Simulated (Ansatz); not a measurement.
## Electronic structure of C3H7ClGe (SMILES C[CH](C)[Ge][Cl]) in real space

Input

```
crystal:
  periodic: [false, false, false]
  atoms:
    - {symbol: C, position_ang: [-0.652694, 0.354550, 1.112491]}
    - {symbol: C, position_ang: [-0.114314, -0.607264, 0.062368]}
    - {symbol: C, position_ang: [1.253418, -0.180270, -0.457795]}
    - {symbol: Ge, position_ang: [-1.391134, -0.868809, -1.463258]}
    - {symbol: Cl, position_ang: [-1.469451, 1.226205, -2.132033]}
    - {symbol: H, position_ang: [-0.766183, 1.359555, 0.698872]}
    - {symbol: H, position_ang: [0.032784, 0.420572, 1.964917]}
    - {symbol: H, position_ang: [-1.626235, 0.044750, 1.505311]}
    - {symbol: H, position_ang: [-0.029993, -1.609821, 0.503626]}
    - {symbol: H, position_ang: [1.982245, -0.137627, 0.359254]}
    - {symbol: H, position_ang: [1.654045, -0.869803, -1.208378]}
    - {symbol: H, position_ang: [1.204412, 0.812861, -0.911376]}
basis:
  gaussian: {orbitals: def2-TZVPP}
hamiltonian: {xc: pbe0, dispersion: d4}
output: {orbitals: {seedname: orbitals}}
```

Launched as:

```sh
ansatz run in.yaml --threads 4 --pin off --events-out ev --progress --plain --max-ram 11315MiB
```

Geometry: PBE0-D4/def2-TZVP.

The calculation used RKS PBE0-D4/def2-TZVPP in Ansatz 0.2.0.

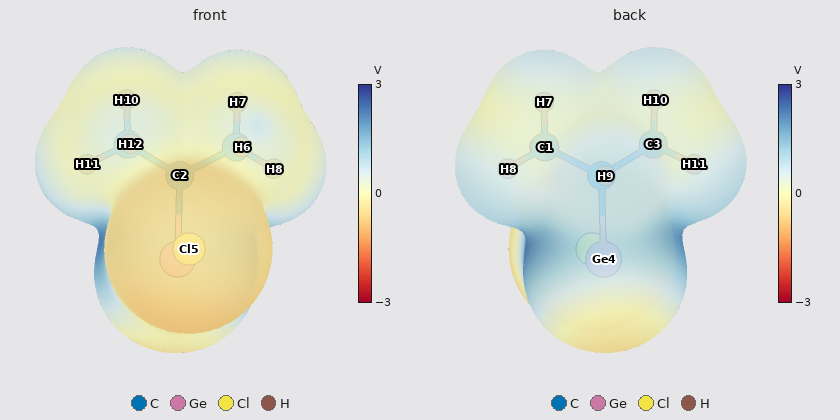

Figure 1. The electrostatic potential painted on the density surface at 0.002 e/bohr³, seen from the front and from behind; the colour scale runs from red (negative) to blue (positive).

Question: Where is the surface potential most negative and most positive?

Answer: The most negative region (about −0.8 V) lies over Cl5, the most positive (about +2.2 V) over Ge4.

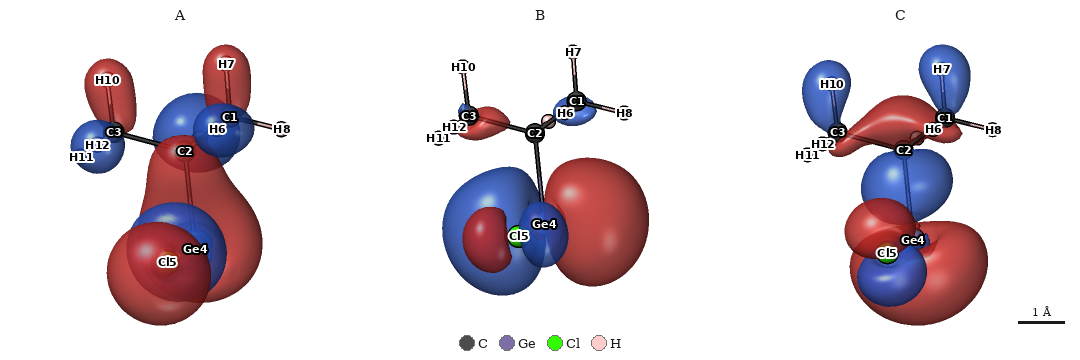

Figure 2. Three frontier orbitals at ±0.1 Å⁻³ᐟ² (blue and red are the two phases), in no order.

Question: Order the three orbitals by energy and name them.

Answer: A is the HOMO−1 (−8.96 eV). By Hirshfeld shares it lies mainly on Cl5 (about 40 %), Ge4 (about 25 %), C2 (about 15 %) and H9 (about 10 %). C is the HOMO (−6.48 eV). It lies mainly on Ge4 (about 50 %), C2 (about 20 %) and Cl5 (about 10 %). B is the LUMO (−2.63 eV). By Hirshfeld shares it lies mainly on Ge4 (about 80 %) and Cl5 (about 10 %).

Question: What is the HOMO–LUMO gap?

Answer: 3.85 eV between the orbital energies.

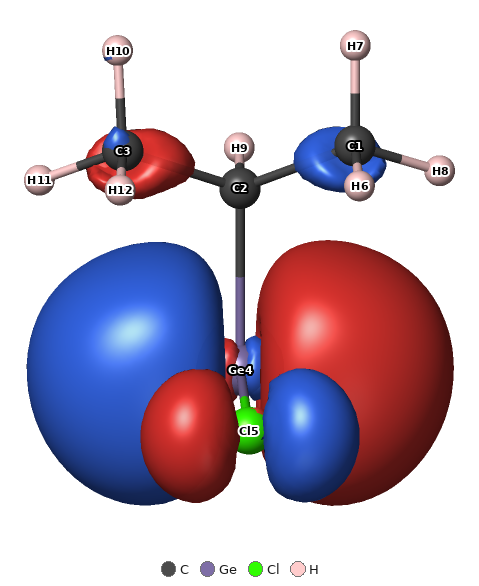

Figure 3. The LUMO at ±0.1 Å⁻³ᐟ² (blue and red are the two phases), seen across its widest extent.

Question: Describe this orbital and give its energy.

Answer: Its weight (Hirshfeld) is mainly on Ge4 (about 80 %) and Cl5 (about 10 %). Its energy is −2.63 eV.
